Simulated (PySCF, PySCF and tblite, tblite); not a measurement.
# C₄H₉FSi: telling isomers apart by computed NMR, part 2 of 2

PySCF and tblite. Atoms count from 0.

## (8) Shieldings, isomer A, conformer 1: wB97X/pcSseg-1 in dimethylsulfoxide

Job settings and geometry (Å):

```
{"job": {"xc": "wB97X", "basis": "pcSseg-1", "solvent": "dimethylsulfoxide", "grid": 3, "kind": "nmr", "pop": false}, "charge": 0, "multiplicity": 1}
F      1.008783     1.676327    -1.441389
C      0.595418     0.442363    -1.022894
C      1.669106    -0.307956    -0.231939
C      0.743130    -0.353062     0.995705
C     -0.316990     0.513763     0.234136
Si    -2.086255    -0.164296     0.107336
H      0.197731    -0.071485    -1.907756
H      1.946339    -1.279501    -0.642686
H      2.565342     0.294417    -0.082288
H      1.146743     0.116880     1.893249
H      0.405224    -1.362562     1.245304
H     -0.269484     1.546442     0.610793
H     -2.688841    -0.213033     1.427826
H     -2.881227     0.679997    -0.765808
H     -2.039432    -1.510304    -0.441502
```

Output:

```text
coarse grid: 12640 points
cycle   1  E = -546.9350560366  dE =  7.783e-01  |g| = 5.154e-01  |ddm| = 3.385e+00
cycle   2  E = -546.9504539795  dE = -1.540e-02  |g| = 5.165e-01  |ddm| = 5.929e-01
cycle   3  E = -546.9875804074  dE = -3.713e-02  |g| = 4.308e-02  |ddm| = 2.633e-01
cycle   4  E = -546.9880387402  dE = -4.583e-04  |g| = 1.979e-02  |ddm| = 6.474e-02
cycle   5  E = -546.9881317995  dE = -9.306e-05  |g| = 3.895e-03  |ddm| = 2.538e-02
cycle   6  E = -546.9881369612  dE = -5.162e-06  |g| = 8.795e-04  |ddm| = 8.128e-03
final grid: 178192 points
cycle   7  E = -547.0404032429  dE = -1.283e-04  |g| = 6.534e-03  |ddm| = 4.337e-02
cycle   8  E = -547.0404055956  dE = -2.353e-06  |g| = 5.943e-03  |ddm| = 8.427e-03
cycle   9  E = -547.0404103923  dE = -4.797e-06  |g| = 6.642e-04  |ddm| = 3.144e-03
cycle  10  E = -547.0404104861  dE = -9.379e-08  |g| = 2.554e-04  |ddm| = 9.039e-04
cycle  11  E = -547.0404105014  dE = -1.526e-08  |g| = 5.515e-05  |ddm| = 3.200e-04
cycle  12  E = -547.0404105025  dE = -1.123e-09  |g| = 1.464e-05  |ddm| = 1.117e-04
cycle  13  E = -547.0404105026  dE = -1.251e-10  |g| = 3.341e-06  |ddm| = 5.169e-05
converged SCF energy = -547.0404105026

GIAO shielding tensors (ppm)
atom      isotropic    diamagn.    paramagn.     s11        s22        s33       span
  0 F      362.077     473.419    -111.343    321.148    373.805    391.278     70.130
  1 C       97.055     245.931    -148.876     62.121     80.595    148.448     86.327
  2 C      158.937     251.986     -93.049    138.864    154.465    183.483     44.620
  3 C      172.021     248.887     -76.866    158.790    168.875    188.398     29.608
  4 C      163.166     254.642     -91.476    142.106    158.023    189.369     47.263
  5 Si     426.931     879.253    -452.322    396.789    410.178    473.825     77.036
  6 H       26.658      30.631      -3.972     23.285     27.684     29.005      5.720
  7 H       29.072      29.938      -0.866     25.706     26.746     34.764      9.058
  8 H       29.301      29.733      -0.432     26.331     27.190     34.382      8.052
  9 H       29.377      30.241      -0.864     25.969     26.434     35.729      9.759
 10 H       30.029      31.146      -1.118     26.701     28.470     34.915      8.215
 11 H       29.268      31.543      -2.275     26.586     28.279     32.938      6.352
 12 H       28.236      28.989      -0.753     24.837     26.047     33.824      8.988
 13 H       28.114      29.044      -0.930     24.556     26.109     33.678      9.122
 14 H       28.298      29.660      -1.362     25.005     27.039     32.850      7.845
```

It took 43 s on 1 thread of Arm Neoverse N1, shared host; peak memory 0.82 GiB.

In short: HOMO -10.37 eV, LUMO 2.99 eV; dipole 1.88 D.

## (9) Single-point energy, isomer A, conformer 1: wB97X/def2-SVP in dimethylsulfoxide

Changed since step 8:

```diff
@@ -1,2 +1,2 @@
-{"job": {"xc": "wB97X", "basis": "pcSseg-1", "solvent": "dimethylsulfoxide", "grid": 3, "kind": "nmr", "pop": false}, "charge": 0, "multiplicity": 1}
+{"job": {"xc": "wB97X", "basis": "def2-SVP", "solvent": "dimethylsulfoxide", "kind": "sp"}, "charge": 0, "multiplicity": 1}
 F      1.008783     1.676327    -1.441389
```

Output:

```text
coarse grid: 12640 points
cycle   1  E = -546.6560605084  dE =  7.393e-01  |g| = 5.193e-01  |ddm| = 3.928e+00
cycle   2  E = -546.6722411674  dE = -1.618e-02  |g| = 5.014e-01  |ddm| = 1.000e+00
cycle   3  E = -546.7114960338  dE = -3.925e-02  |g| = 4.148e-02  |ddm| = 4.739e-01
cycle   4  E = -546.7119472393  dE = -4.512e-04  |g| = 1.744e-02  |ddm| = 6.877e-02
cycle   5  E = -546.7120248917  dE = -7.765e-05  |g| = 3.623e-03  |ddm| = 2.619e-02
cycle   6  E = -546.7120292985  dE = -4.407e-06  |g| = 6.683e-04  |ddm| = 7.467e-03
final grid: 116712 points
cycle   7  E = -546.7956400788  dE = -6.909e-05  |g| = 5.583e-03  |ddm| = 3.905e-02
cycle   8  E = -546.7956421786  dE = -2.100e-06  |g| = 5.033e-03  |ddm| = 1.099e-02
cycle   9  E = -546.7956460266  dE = -3.848e-06  |g| = 4.505e-04  |ddm| = 4.353e-03
cycle  10  E = -546.7956460794  dE = -5.279e-08  |g| = 2.374e-04  |ddm| = 1.243e-03
cycle  11  E = -546.7956460938  dE = -1.440e-08  |g| = 3.178e-05  |ddm| = 4.143e-04
cycle  12  E = -546.7956460944  dE = -6.028e-10  |g| = 8.322e-06  |ddm| = 1.452e-04
converged SCF energy = -546.7956460944
```

Wall time 14 s (1 thread of Arm Neoverse N1, shared host); peak memory 0.65 GiB.

Key values: HOMO -10.32 eV, LUMO 3.32 eV; dipole 1.75 D.

## (10) Boltzmann average, isomer A: properties at wB97X/pcSseg-1 in dimethylsulfoxide

Job settings and geometry (Å):

```
{"job": {"study": "conf", "smiles": "F[C@H]1CC[C@@H]1[SiH3]", "search": {"seed": 2344, "n_embed": 45, "ff_keep": 10, "window": 2.5, "nmax": 6, "temps": [250, 298.15, 350], "t_ref": 298.15, "order": 0.0005}, "level": {"nmr": {"xc": "wB97X", "basis": "pcSseg-1", "solvent": "dimethylsulfoxide", "grid": 3}, "sp": {"xc": "wB97X", "basis": "def2-SVP", "solvent": "dimethylsulfoxide"}, "alter": {"geometry": "GFN1-xTB"}, "change": "wB97X/pcSseg-1; solvent dimethylsulfoxide; energies wB97X/def2-SVP; grid level 3; GFN1-xTB geometries"}, "kind": "conf"}, "charge": 0, "multiplicity": 1}
F      1.008783     1.676327    -1.441389
C      0.595418     0.442363    -1.022894
C      1.669106    -0.307956    -0.231939
C      0.743130    -0.353062     0.995705
C     -0.316990     0.513763     0.234136
Si    -2.086255    -0.164296     0.107336
H      0.197731    -0.071485    -1.907756
H      1.946339    -1.279501    -0.642686
H      2.565342     0.294417    -0.082288
H      1.146743     0.116880     1.893249
H      0.405224    -1.362562     1.245304
H     -0.269484     1.546442     0.610793
H     -2.688841    -0.213033     1.427826
H     -2.881227     0.679997    -0.765808
H     -2.039432    -1.510304    -0.441502
```

Output:

```text
conformer  sym    E(xTB)   E(DFT)   G(298.15 K)  weight  dipole/D
    1     C1      0.000    0.000    0.000   1.0000    1.745

mean shielding (ppm) by class
class atoms           250 K   298.15 K      350 K
  0 F  0            362.077    362.077    362.077
  1 C  1             97.055     97.055     97.055
  2 C  2            158.937    158.937    158.937
  3 C  3            172.021    172.021    172.021
  4 C  4            163.166    163.166    163.166
  5 Si 5            426.931    426.931    426.931
  6 H  6             26.658     26.658     26.658
  7 H  7             29.072     29.072     29.072
  8 H  8             29.301     29.301     29.301
  9 H  9             29.377     29.377     29.377
 10 H  10            30.029     30.029     30.029
 11 H  11            29.268     29.268     29.268
 12 H  12,13,14      28.216     28.216     28.216
```

Run time: 58 s. Hardware: 1 thread of Arm Neoverse N1, shared host. This counts the runs that the step sums up.

Against the first level, at 298 K (shieldings, ppm; largest changes first):

```csv
atoms,B3LYP/pcSseg-1 in water,wB97X/pcSseg-1 in dimethylsulfoxide,change
Si5,405.8,426.9,+21.1
F0,348.4,362.1,+13.6
C2,147.7,158.9,+11.2
C1,86.3,97.1,+10.8
C4,153.4,163.2,+9.7
C3,165.2,172.0,+6.8
H9,29.71,29.38,-0.33
H10,30.29,30.03,-0.27
H11,29.49,29.27,-0.22
"H12, H13, H14",28.10,28.22,+0.12
```

Weights: from B3LYP/pcSseg-1 in water energies 1: 100 %; from wB97X/def2-SVP in dimethylsulfoxide energies 1: 100 % (with a dispersion term where the level has one and the same thermal terms, so they don't follow from the SCF energies alone). Times: 32 s and 58 s.

## (11) The test of assignment

Job settings and geometry (Å):

```
{"job": {"study": "set", "relation": "diastereomers", "members": [{"smiles": "[F:1][C@H:2]1[CH2:3][CH2:4][C@@H:5]1[SiH3:6]"}, {"smiles": "[F:1][C@@H:2]1[CH2:3][CH2:4][C@@H:5]1[SiH3:6]"}], "charge": 0, "search": {"seed": 2344, "n_embed": 45, "ff_keep": 10, "window": 2.5, "nmax": 6, "temps": [250, 298.15, 350], "t_ref": 298.15, "order": 0.0005}, "level": {"nmr": {"xc": "B3LYP", "basis": "pcSseg-1", "solvent": "water"}}, "dp4": {"C": [2.0, 10], "H": [0.2, 10]}, "second_levels": [{"nmr": {"xc": "wB97X", "basis": "pcSseg-1", "solvent": "dimethylsulfoxide", "grid": 3}, "wide": true, "sp": {"xc": "wB97X", "basis": "def2-SVP", "solvent": "dimethylsulfoxide"}, "alter": {"geometry": "GFN1-xTB"}, "change": "wB97X/pcSseg-1; solvent dimethylsulfoxide; energies wB97X/def2-SVP; grid level 3; GFN1-xTB geometries"}], "kind": "set"}, "charge": 0, "multiplicity": 1}
F      0.871730     1.575867    -1.628767
C      0.578231     0.376027    -1.023076
C      1.714098    -0.229615    -0.197542
C      0.731670    -0.422282     0.967268
C     -0.289816     0.478204     0.239161
Si    -2.093703    -0.099662     0.120721
H      0.184120    -0.272766    -1.810568
H      2.179717    -1.124721    -0.604037
H      2.481957     0.511546     0.014210
H      1.069451    -0.070588     1.939672
H      0.394667    -1.452953     1.063282
H     -0.230262     1.499815     0.618256
H     -2.660189    -0.116646     1.469515
H     -2.836101     0.809460    -0.749907
H     -2.099982    -1.453698    -0.440098
```

Output:

```text
isomer  G rel   conformers  SMILES
A     0.808      1   F[C@H]1CC[C@@H]1[SiH3]
B     0.000      1   F[C@@H]1CC[C@@H]1[SiH3]

signals of isomer A at the second level: probabilities [0.73383, 0.26617]
```

It took 2 min on 1 thread of Arm Neoverse N1, shared host; peak memory 0.86 GiB. This counts the whole study up to here.

The 2 candidates (diastereomers), with energies and dipoles from their ensembles above, at 298 K; shieldings at B3LYP/pcSseg-1 in water:

```csv
isomer,SMILES,conformers,ΔE,ΔG,μ rms (D)
A,F[C@H]1CC[C@@H]1[SiH3],1,1.03,0.81,1.99
B,F[C@@H]1CC[C@@H]1[SiH3],1,0.00,0.00,2.49
```

Energies in kcal/mol.

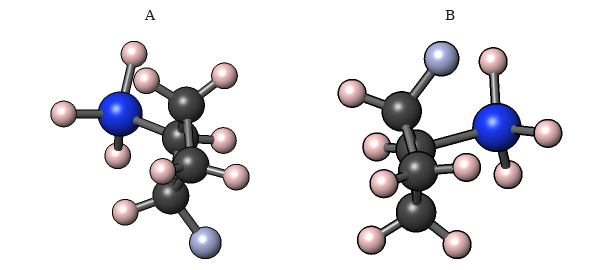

The leading conformer of each candidate.

The signals of isomer A, computed at a second level (wB97X/pcSseg-1 in dimethylsulfoxide on GFN1-xTB geometries), stand in for a spectrum. The test takes 4 C values, 6 H values (hydrogens on carbon alone). Each candidate's shieldings are matched to them by assigned atoms (like hydrogens of one group may swap) by a straight-line fit, or by a shift alone where signals are few or close (slope 1; a small slope inflates the errors), and the errors are weighed by Student-t tails (C: width 2.0 ppm, H: width 0.2 ppm).

```csv
candidate,C slope,C mean error,C largest,H slope,H mean error,H largest,P(C),P(H),P(all)
A,1.03,1.2,2.1,1.06,0.08,0.14,54.8,69.5,73.4
B,1.03,1.3,2.3,1.19,0.10,0.27,45.2,30.5,26.6
```

Errors in ppm, probabilities in per cent.

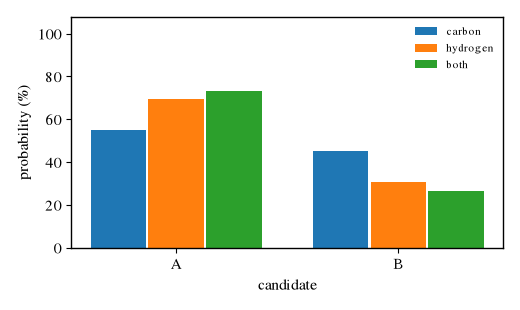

Probabilities for the signals of isomer A.

## (12) Results

This closing draws on all 2 parts.

| quantity | value |
| --- | --- |
| conformers, isomer A | 1; the first in weight is no. 1 (C1), 100 % at 298 K |
| root-mean-square dipole, isomer A | 1.99 D |
| averaged ¹³C shifts, isomer A (B3LYP/pcSseg-1 in water) | 96.6, 35.2, 29.4, 17.6 ppm |
| averaged ¹H shifts, isomer A (B3LYP/pcSseg-1 in water) | 5.10, 3.71, 2.67, 2.47, 2.32, 2.10, 1.51 ppm |
| averaged ²⁹Si shifts, isomer A (B3LYP/pcSseg-1 in water) | -71.6 ppm |
| conformers, isomer B | 1; the first in weight is no. 1 (C1), 100 % at 298 K |
| root-mean-square dipole, isomer B | 2.49 D |
| averaged ¹³C shifts, isomer B (B3LYP/pcSseg-1 in water) | 95.7, 33.1, 29.5, 16.3 ppm |
| averaged ¹H shifts, isomer B (B3LYP/pcSseg-1 in water) | 5.57, 3.72, 2.63, 2.57, 2.46, 1.99, 1.66 ppm |
| averaged ²⁹Si shifts, isomer B (B3LYP/pcSseg-1 in water) | -75.2 ppm |
| lowest in free energy | isomer B |
| signals of A (wB97X/pcSseg-1 in dimethylsulfoxide on GFN1-xTB geometries) | best fit A, 73 % |

The search found one conformer for isomer A in the window, so the averages are its own values. The search found one conformer for isomer B in the window, so the averages are its own values. Between B3LYP/pcSseg-1 in water and wB97X/pcSseg-1 in dimethylsulfoxide, Si5 of isomer A changes most, by 21.1 ppm of raw shielding (the geometries differ too). The test names the right isomer, A, with 73 %, which is no clear verdict. The stand-in spectrum is computed, so it shares conformers and some errors with the candidates; a measured one would test harder.
